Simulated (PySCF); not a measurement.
C₄H₆FNSi (SMILES N#CC1(F)C[SiH2]C1)

```xyz
13

N    -2.8876   -0.0620   -0.8788
C    -1.9334   -0.1690   -0.2588
C    -0.6949   -0.2825    0.4811
F    -0.9694   -0.8051    1.7363
C     0.0440    1.0700    0.5717
Si    1.4385    0.4189   -0.5695
C     0.3492   -1.1299   -0.2773
H    -0.5601    1.9109    0.2375
H     0.3341    1.2605    1.6032
H     1.3966    0.9393   -1.9317
H     2.7746    0.3792    0.0141
H    -0.0658   -1.6515   -1.1373
H     0.7696   -1.8782    0.3918
```

Geometry: GFN2-xTB.

All numbers below come from PySCF 2.14.0, PBE0/pcSseg-1, SCF density, gas phase, non-relativistic.

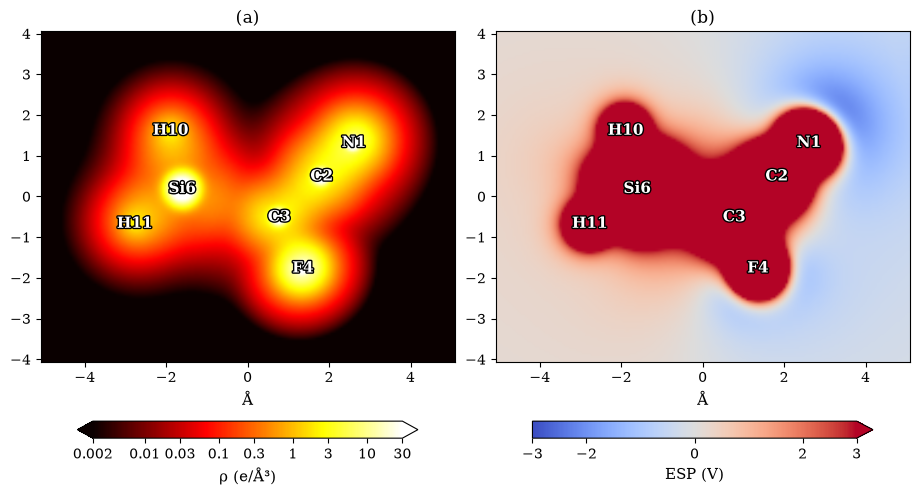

Figure 1. (a) electron density; (b) molecular electrostatic potential on the plane of atoms H10, Si6 and H11.

Question: Read the bonding off the picture.

Answer: The section cuts through N, C, F, Si and H sites.
C–N (1.14 Å): ρ at the midpoint is about 3.6 e/Å³.
C–F (1.39 Å): ρ is about 2.1 e/Å³ halfway, with its minimum of 1.6 e/Å³ about 0.5 Å from C.
C–C (1.45 Å): the density is about 1.9 e/Å³ at the midpoint.
Si–H (1.46 Å): ρ at the midpoint is about 0.82 e/Å³.
Outside the dense part of the molecule the potential is most negative (−2.1 V) near N1.

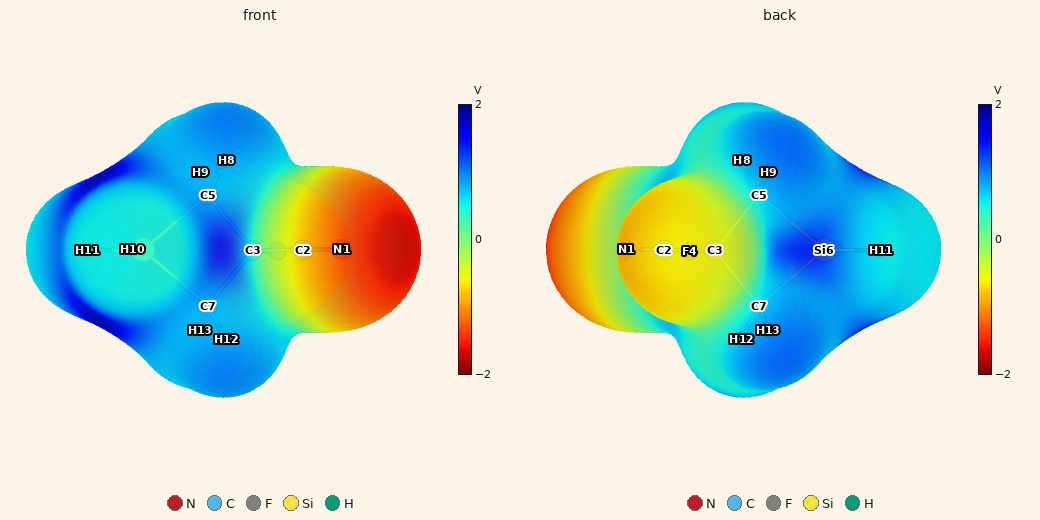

Figure 2. The molecular electrostatic potential painted on the density surface at 0.002 e/bohr³, seen from the front and from behind; red is negative and blue positive.

Question: Which sites attract a positive test charge, and which a negative one?

Answer: A positive charge is drawn to the negative regions and a negative charge to the positive ones. The most negative region (about −1.7 V, or −39 kcal/mol for a unit charge) lies over N1, the most positive (about +1.8 V, or +42 kcal/mol for a unit charge) over Si6. N1 is the likeliest acceptor of a hydrogen bond.
